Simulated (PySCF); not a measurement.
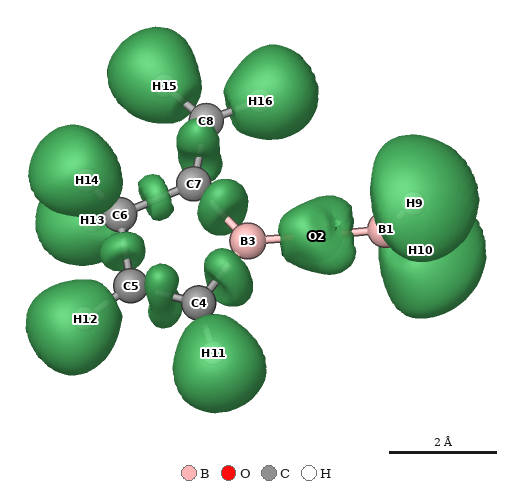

Figure 1: C$_{5}$H$_{8}$B$_{2}$O (SMILES BOB1C=CCC1=C). Isosurface of the ELF at 0.8 (green), seen at a tilt. Only the valence region is drawn (cores and ρ < 0.01 e/Å³ removed).

Geometry: GFN2-xTB.

The calculation used PySCF 2.14.0, PBE0/pcSseg-1, SCF density, gas phase, non-relativistic.

The calculation's input:

```
{"job": {"kind": "nmr", "xc": "PBE0", "basis": "pcSseg-1"}, "charge": 0, "multiplicity": 1}
B      3.005234     0.799818     0.105249
O      1.825201     0.267436     0.093512
B      0.625151    -0.240168     0.078225
C      0.183419    -1.739313     0.144589
C     -1.148913    -1.805577     0.101619
C     -1.849546    -0.485321     0.004157
C     -0.745062     0.548636    -0.012073
C     -0.963031     1.855688    -0.087591
H      3.503412     1.094247     1.135929
H      3.574437     0.983040    -0.914297
H      0.797097    -2.624617     0.215119
H     -1.732524    -2.715063     0.132219
H     -2.459358    -0.432770    -0.902642
H     -2.523355    -0.337025     0.853130
H     -1.954698     2.281651    -0.144323
H     -0.145064     2.558283    -0.096137
```

Run with:

```sh
OMP_NUM_THREADS=1 python probes_run.py task.json out
```

**Describe the localisation domains.**

At this value the surface marks out two regions between bonded B–C atoms (shared pairs), four regions between bonded C–C atoms (shared pairs), eight regions around hydrogen nuclei and one region on O in which the atom's valence shell and bonds are merged.

Values along the shortest contacts:
B–O (1.29 Å): the ELF peaks at about 0.90 between the atoms, as expected for a short, strongly polar bond. C–C (1.33 Å): the ELF peaks at about 0.95 between the atoms; a short, multiple covalent bond.
